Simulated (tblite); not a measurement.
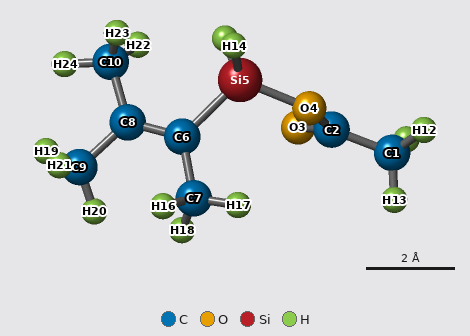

Figure 1. The input geometry (ball-and-stick view, seen at a tilt; atoms are numbered from 1 in the order of the input).

**Run report: C₇H₁₄O₂Si, geometry relaxation (part 1 of 3)**

System: C₇H₁₄O₂Si, SMILES CC(=O)O[SiH2]C(C)=C(C)C.
Method: GFN2-xTB geometry optimisation, gas phase (tblite 0.8.0).

It belongs to a series of runs on one base structure; here: H on C replaced by CH3.

**The program's output**
```
step      E/eV     max force
  0    -870.67469    4.556
  1    -870.95744    4.443
  2    -871.11933    0.846
  3    -871.18809    0.796
  4    -871.31363    0.598
  5    -871.35133    0.552
  6    -871.42630    0.455
  7    -871.47086    0.479
  8    -871.52101    0.377
  9    -871.54835    0.321
 10    -871.56811    0.250
 11    -871.58048    0.263
 12    -871.58946    0.221
 13    -871.59560    0.168
 14    -871.60089    0.155
 15    -871.60646    0.164
 16    -871.61193    0.194
 17    -871.61636    0.133
 18    -871.61995    0.124
 19    -871.62323    0.115
 20    -871.62633    0.134
 21    -871.62911    0.115
 22    -871.63133    0.101
 23    -871.63311    0.093
 24    -871.63466    0.080
 25    -871.63616    0.085
 26    -871.63757    0.081
 27    -871.63871    0.061
 28    -871.63957    0.056
 29    -871.64036    0.053
 30    -871.64119    0.074
 31    -871.64199    0.075
 32    -871.64261    0.053
 33    -871.64310    0.058
 34    -871.64363    0.062
 35    -871.64436    0.079
 36    -871.64524    0.071
 37    -871.64614    0.075
 38    -871.64702    0.067
 39    -871.64794    0.107
 40    -871.64888    0.115
 41    -871.64970    0.078
 42    -871.65035    0.049
 43    -871.65095    0.065
 44    -871.65158    0.065
 45    -871.65216    0.054
 46    -871.65262    0.043
 47    -871.65302    0.042
 48    -871.65352    0.057
 49    -871.65421    0.070
 50    -871.65504    0.068
 51    -871.65579    0.057
 52    -871.65641    0.054
 53    -871.65704    0.076
 54    -871.65778    0.070
 55    -871.65860    0.061
 56    -871.65943    0.065
 57    -871.66024    0.074
 58    -871.66113    0.091
 59    -871.66221    0.088
 60    -871.66338    0.125
 61    -871.66502    0.120
 62    -871.66736    0.120
 63    -871.66984    0.101
 64    -871.67201    0.108
 65    -871.67472    0.124
 66    -871.67622    0.177
 67    -871.67966    0.113
 68    -871.68319    0.116
 69    -871.68702    0.137
 70    -871.68905    0.105
 71    -871.69074    0.109
 72    -871.69195    0.071
 73    -871.69282    0.152
 74    -871.69386    0.091
 75    -871.69488    0.050
 76    -871.69545    0.052
 77    -871.69621    0.066
 78    -871.69698    0.069
 79    -871.69793    0.069
 80    -871.69886    0.069
 81    -871.69971    0.079
 82    -871.70016    0.099
 83    -871.70087    0.058
 84    -871.70134    0.047
 85    -871.70217    0.046
 86    -871.70261    0.070
 87    -871.70327    0.052
 88    -871.70362    0.036
 89    -871.70389    0.037
 90    -871.70418    0.046
 91    -871.70464    0.045
 92    -871.70522    0.069
 93    -871.70573    0.059
 94    -871.70632    0.051
 95    -871.70686    0.056
 96    -871.70747    0.052
 97    -871.70803    0.040
 98    -871.70869    0.040
 99    -871.70917    0.045
100    -871.70960    0.044
101    -871.70999    0.038
102    -871.71035    0.034
103    -871.71064    0.028
104    -871.71089    0.035
105    -871.71115    0.037
106    -871.71148    0.036
107    -871.71189    0.055
108    -871.71235    0.052
109    -871.71282    0.045
110    -871.71328    0.084
111    -871.71351    0.052
112    -871.71373    0.042
113    -871.71406    0.042
114    -871.71433    0.036
115    -871.71473    0.038
116    -871.71512    0.055
117    -871.71556    0.061
118    -871.71606    0.077
119    -871.71658    0.048
120    -871.71717    0.040
121    -871.71763    0.039
122    -871.71793    0.037
123    -871.71834    0.038
124    -871.71869    0.043
125    -871.71896    0.034
126    -871.71916    0.030
127    -871.71938    0.033
128    -871.71963    0.038
129    -871.71993    0.041
130    -871.72026    0.040
131    -871.72062    0.041
132    -871.72098    0.039
133    -871.72142    0.043
134    -871.72181    0.042
135    -871.72217    0.034
136    -871.72252    0.042
137    -871.72296    0.049
138    -871.72346    0.058
139    -871.72403    0.039
140    -871.72451    0.051
141    -871.72498    0.058
142    -871.72546    0.059
143    -871.72599    0.056
144    -871.72634    0.037
145    -871.72664    0.036
146    -871.72683    0.033
147    -871.72709    0.028
148    -871.72726    0.027
149    -871.72740    0.026
150    -871.72751    0.026
151    -871.72762    0.029
152    -871.72775    0.031
153    -871.72790    0.029
154    -871.72804    0.033
155    -871.72818    0.024
156    -871.72830    0.026
157    -871.72840    0.025
158    -871.72850    0.031
159    -871.72860    0.030
160    -871.72869    0.021
161    -871.72877    0.023
162    -871.72886    0.024
163    -871.72897    0.031
164    -871.72912    0.030
165    -871.72928    0.024
166    -871.72946    0.029
167    -871.72963    0.033
168    -871.72980    0.026
169    -871.72997    0.025
170    -871.73012    0.028
171    -871.73026    0.029
172    -871.73042    0.027
173    -871.73061    0.034
174    -871.73089    0.038
175    -871.73134    0.047
176    -871.73173    0.054
177    -871.73210    0.055
178    -871.73255    0.057
179    -871.73297    0.054
180    -871.73322    0.052
181    -871.73363    0.037
182    -871.73392    0.036
183    -871.73424    0.033
184    -871.73453    0.033
185    -871.73480    0.036
186    -871.73495    0.037
187    -871.73508    0.043
188    -871.73521    0.028
189    -871.73538    0.019
190    -871.73547    0.019
191    -871.73557    0.017
192    -871.73566    0.021
193    -871.73574    0.020
194    -871.73584    0.023
195    -871.73597    0.025
196    -871.73614    0.026
197    -871.73634    0.036
198    -871.73656    0.038
199    -871.73678    0.034
200    -871.73699    0.038
201    -871.73719    0.031
202    -871.73742    0.033
203    -871.73763    0.025
204    -871.73776    0.020
205    -871.73785    0.019
206    -871.73794    0.021
207    -871.73801    0.017
208    -871.73806    0.015
209    -871.73811    0.014
210    -871.73814    0.011
211    -871.73817    0.013
212    -871.73820    0.013
213    -871.73823    0.009
```

**Trajectory as extended XYZ (Å, eV, eV/Å), 20 of the 214 frames kept, from step=0 to step=213**
```
24
Properties=species:S:1:pos:R:3:forces:R:3 step=0 energy=-870.67469
C     4.2537    0.0189   -0.7196    1.1810  -0.3120   1.6550
C     2.9053    0.1618   -0.0970   -3.2860   2.7950   1.4650
O     2.4258    1.3143    0.0990    1.4550  -3.2250  -0.6930
O     2.1368   -0.8969    0.3217    0.8580   0.7160  -0.4450
Si    0.5933   -0.7525    1.0680    0.7140   0.3870   0.4990
C    -0.7714   -0.3625   -0.1236    0.3720   0.4210  -0.2650
C    -0.6933   -0.6672   -1.5801   -0.8510  -1.5670  -0.6720
C    -1.8755    0.2290    0.3256   -0.1530   0.3000  -0.2010
C    -3.0122    0.5558   -0.6100   -0.8730   0.3640   1.3830
C    -2.0739    0.5811    1.7682   -0.5680  -0.1820  -0.0070
H     4.8497    0.8950   -0.3463   -0.5980  -0.5280  -0.5030
H     4.8115   -0.8680   -0.3158   -0.7430   0.4560  -0.7220
H     4.2310    0.0624   -1.7970   -0.1130  -0.2290  -0.1080
H     0.1752   -1.9985    1.7520    0.6430  -0.0160  -0.2680
H     0.5917    0.2913    2.1360    0.5270  -0.3910  -0.4240
H    -1.6061   -1.3024   -1.7815    0.7880   0.4650  -0.1950
H     0.1639   -1.3152   -1.8489   -0.2660   0.7720   0.0990
H    -0.7946    0.2234   -2.2153    0.4770  -0.3440   0.1850
H    -3.5342    1.4416   -0.1205    0.3150  -1.0020  -1.1500
H    -2.6909    0.7529   -1.6274   -0.1730   0.2500   0.2250
H    -3.7150   -0.3131   -0.6240    0.3630   0.7040  -0.0440
H    -1.2460    1.1671    2.1800   -0.3570  -0.1140  -0.1910
H    -2.1289   -0.3715    2.3365   -0.2040   0.7760  -0.0960
H    -3.0076    1.1729    1.8276    0.4910  -0.4960   0.4730
24
Properties=species:S:1:pos:R:3:forces:R:3 step=11 energy=-871.58048
C     4.1909   -0.0022   -0.6159   -0.0400  -0.0100   0.0480
C     2.8213    0.2216   -0.0335   -0.1760   0.0750  -0.0180
O     2.3328    1.3168    0.0927    0.0390  -0.0030  -0.0190
O     2.1652   -0.8716    0.3091   -0.1360  -0.0170  -0.0940
Si    0.6492   -0.6932    1.0356   -0.0570  -0.1010  -0.0910
C    -0.7855   -0.3112   -0.1445    0.2550   0.0140   0.0630
C    -0.6821   -0.7148   -1.6062   -0.0170   0.0150   0.2000
C    -1.9021    0.2721    0.3203    0.1150  -0.0220   0.0150
C    -3.0601    0.5861   -0.5840    0.0920  -0.0550   0.1480
C    -2.1064    0.5927    1.7795   -0.0170  -0.0310  -0.1570
H     4.8160    0.8459   -0.3406    0.0380  -0.1130  -0.0870
H     4.6318   -0.9412   -0.2912   -0.0860   0.0560   0.0610
H     4.0804   -0.0256   -1.6986    0.0720   0.0230  -0.0340
H     0.5370   -2.0393    1.5993    0.0560  -0.0350  -0.0580
H     0.8666    0.2840    2.0904   -0.0340   0.0610   0.0530
H    -1.5322   -1.3391   -1.8747   -0.0570  -0.0400  -0.0150
H     0.2199   -1.2849   -1.8211    0.0420   0.1020   0.1640
H    -0.6967    0.1584   -2.2585    0.0710   0.0370   0.0290
H    -3.6261    1.4345   -0.2120   -0.0200   0.0490   0.0230
H    -2.7244    0.8029   -1.5925   -0.0570   0.0020  -0.0380
H    -3.7241   -0.2759   -0.6108   -0.1040  -0.0380  -0.1000
H    -1.2856    1.1908    2.1684   -0.0700  -0.0260  -0.0180
H    -2.1611   -0.3235    2.3687    0.0780   0.0290  -0.0570
H    -3.0363    1.1364    1.9276    0.0160   0.0280  -0.0180
24
Properties=species:S:1:pos:R:3:forces:R:3 step=22 energy=-871.63133
C     4.1534   -0.0085   -0.6214   -0.0140  -0.0310  -0.0410
C     2.7753    0.2606   -0.0793    0.0010  -0.0140  -0.0220
O     2.3107    1.3581    0.0839    0.0240   0.0440  -0.0290
O     2.1044   -0.8398    0.2134   -0.0350   0.0350   0.0220
Si    0.6487   -0.7121    1.0394    0.0310  -0.0110   0.0950
C    -0.7764   -0.3016   -0.1144    0.0370   0.0000  -0.0340
C    -0.6390   -0.7045   -1.5602   -0.0030  -0.0250  -0.0790
C    -1.9041    0.2741    0.3190    0.0260  -0.0050   0.0100
C    -3.0619    0.5796   -0.5837   -0.0270   0.0240  -0.0090
C    -2.1104    0.5996    1.7671   -0.0480  -0.0010   0.0690
H     4.8199    0.8070   -0.3541   -0.0070  -0.0280  -0.0090
H     4.5219   -0.9585   -0.2473    0.0300   0.0070   0.0460
H     4.0950   -0.0692   -1.7062   -0.0070   0.0280  -0.0450
H     0.6149   -2.0859    1.5435   -0.0170   0.0100  -0.0120
H     0.8633    0.2660    2.1006    0.0010  -0.0580   0.0130
H    -1.4789   -1.3351   -1.8480    0.0110  -0.0430  -0.0620
H     0.2805   -1.2584   -1.7301    0.0150   0.0060   0.0100
H    -0.6358    0.1677   -2.2147    0.0320   0.0180   0.0130
H    -3.6251    1.4250   -0.1980   -0.0370   0.0420  -0.0120
H    -2.7437    0.8106   -1.5966    0.0250  -0.0150   0.0060
H    -3.7381   -0.2757   -0.6287    0.0180  -0.0220  -0.0100
H    -1.3017    1.2138    2.1526   -0.0190   0.0130  -0.0040
H    -2.1372   -0.3174    2.3512    0.0300  -0.0290   0.0650
H    -3.0474    1.1242    1.9195   -0.0670   0.0530   0.0190
24
Properties=species:S:1:pos:R:3:forces:R:3 step=34 energy=-871.64363
C     4.1408   -0.0213   -0.6417    0.0010  -0.0070  -0.0090
C     2.7652    0.2839   -0.1065    0.0030   0.0150   0.0000
O     2.3275    1.3947    0.0376   -0.0120  -0.0080  -0.0050
O     2.0773   -0.8014    0.2069    0.0560  -0.0120   0.0230
Si    0.6381   -0.7233    1.0598   -0.0050   0.0080  -0.0590
C    -0.7868   -0.3121   -0.1000   -0.0040   0.0350   0.0050
C    -0.6144   -0.7001   -1.5512    0.0070   0.0040   0.0240
C    -1.9142    0.2690    0.3316   -0.0080   0.0050   0.0130
C    -3.0629    0.5804   -0.5848    0.0240  -0.0050   0.0200
C    -2.1283    0.6049    1.7822   -0.0210  -0.0140  -0.0170
H     4.8187    0.7875   -0.3812   -0.0090  -0.0180  -0.0070
H     4.4940   -0.9673   -0.2424    0.0100   0.0010   0.0010
H     4.0948   -0.0943   -1.7266   -0.0310  -0.0050  -0.0130
H     0.6197   -2.1101    1.5199    0.0010  -0.0340   0.0050
H     0.8565    0.2158    2.1508   -0.0130   0.0210   0.0320
H    -1.4319   -1.3382   -1.8859   -0.0110   0.0000   0.0320
H     0.3173   -1.2413   -1.6920    0.0130  -0.0070  -0.0200
H    -0.5925    0.1798   -2.1952    0.0110   0.0280   0.0340
H    -3.6354    1.4275   -0.2128    0.0110  -0.0130  -0.0080
H    -2.7210    0.8077   -1.5910   -0.0080  -0.0060   0.0040
H    -3.7334   -0.2794   -0.6413    0.0090   0.0150  -0.0110
H    -1.3357    1.2491    2.1565   -0.0370  -0.0040  -0.0340
H    -2.1256   -0.3016    2.3859    0.0140   0.0050  -0.0060
H    -3.0797    1.1098    1.9291   -0.0020  -0.0060  -0.0050
24
Properties=species:S:1:pos:R:3:forces:R:3 step=45 energy=-871.65216
C     4.1288   -0.0376   -0.6763   -0.0030  -0.0070  -0.0040
C     2.7694    0.2923   -0.1149   -0.0300   0.0070   0.0130
O     2.3208    1.4043   -0.0328   -0.0180   0.0170   0.0160
O     2.1050   -0.7811    0.2818    0.0040  -0.0150  -0.0050
Si    0.6422   -0.7355    1.0944   -0.0190   0.0200  -0.0470
C    -0.7768   -0.3053   -0.0685    0.0100   0.0070  -0.0100
C    -0.5796   -0.6715   -1.5220   -0.0030   0.0020   0.0120
C    -1.9204    0.2594    0.3425    0.0240   0.0070   0.0120
C    -3.0504    0.5729   -0.5965    0.0230   0.0070   0.0210
C    -2.1631    0.6051    1.7860    0.0000  -0.0090  -0.0140
H     4.8284    0.7642   -0.4581   -0.0250   0.0240   0.0160
H     4.4824   -0.9777   -0.2657    0.0150  -0.0280  -0.0090
H     4.0444   -0.1291   -1.7571   -0.0080  -0.0280  -0.0330
H     0.6293   -2.1451    1.4808    0.0000  -0.0180   0.0360
H     0.8174    0.1694    2.2224   -0.0040   0.0210   0.0230
H    -1.3965   -1.3008   -1.8743    0.0100   0.0150  -0.0150
H     0.3522   -1.2135   -1.6649   -0.0060   0.0060   0.0090
H    -0.5447    0.2254   -2.1419    0.0020  -0.0130  -0.0040
H    -3.6255    1.4214   -0.2335   -0.0050   0.0110   0.0070
H    -2.6909    0.8031   -1.5950    0.0050  -0.0060  -0.0170
H    -3.7260   -0.2811   -0.6687    0.0200  -0.0100   0.0000
H    -1.4131    1.3125    2.1339   -0.0380  -0.0060   0.0240
H    -2.0996   -0.2824    2.4135    0.0290   0.0080  -0.0190
H    -3.1459    1.0503    1.9223    0.0150  -0.0130  -0.0110
```
